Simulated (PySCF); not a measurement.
Input

```
{"job": {"kind": "nmr", "xc": "BP86", "basis": "pcSseg-1", "solvent": "methanol", "pop": false}, "charge": 0, "multiplicity": 1}
C     -2.506819    -0.812173    -1.384037
C     -1.650675    -0.611361    -0.399734
C     -0.643492     0.493219    -0.371446
C     -0.715891     1.428432     0.859986
C      0.693654     0.950026     1.237744
N      0.672154     0.092270     0.079512
C      1.589827    -0.761417    -0.440976
C      2.787185    -1.019270     0.080835
H     -3.221001    -1.617542    -1.365977
H     -2.531724    -0.172053    -2.251170
H     -1.631334    -1.264585     0.462523
H     -0.635421     1.019917    -1.335918
H     -0.793675     2.484603     0.619092
H     -1.491877     1.158595     1.571505
H      1.473073     1.719531     1.204456
H      0.769829     0.412358     2.189187
H      1.253828    -1.241321    -1.351905
H      3.458039    -1.711463    -0.390370
H      3.124320    -0.547765     0.986693
```

Command:

```sh
OMP_NUM_THREADS=1 python ens_run.py task.json out
```

Geometry: GFN2-xTB.

Method: BP86/pcSseg-1, SCF density, in a methanol solvent model, non-relativistic in PySCF 2.14.0.

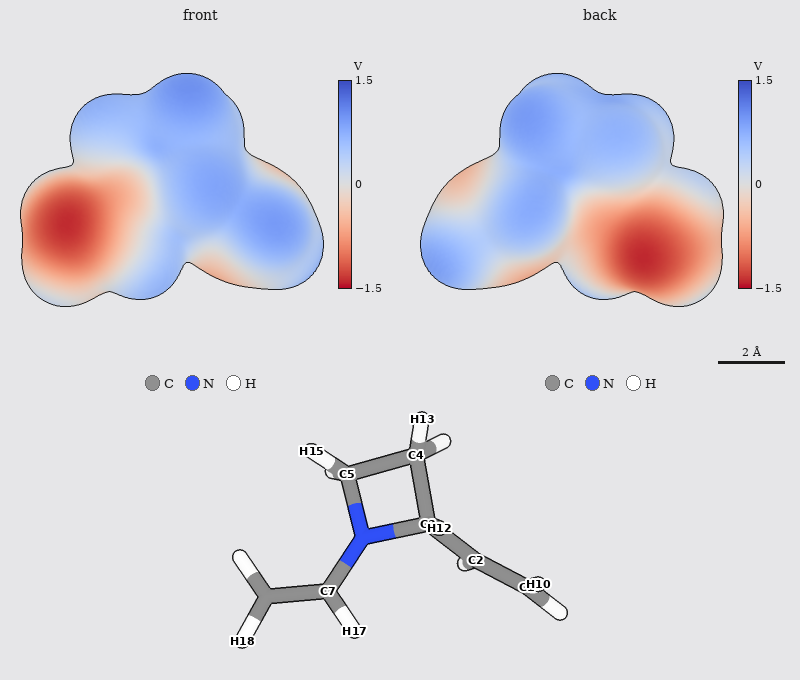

C7H11N. The molecular electrostatic potential painted on the density surface at 0.002 e/bohr³, seen from the front and from behind; the colour scale runs from red (negative) to blue (positive). The bare structure is drawn below in the same view.

### Which sites attract a positive test charge, and which a negative one?

A positive charge is drawn to the negative regions and a negative charge to the positive ones. The most negative region (about −1.4 V, or −32 kcal/mol for a unit charge) lies over the π face of C8, the most positive (about +1.0 V, or +23 kcal/mol for a unit charge) over H10, H13 and H14.

### What dipole moment does the calculation give?

Its dipole moment is 2.74 D.
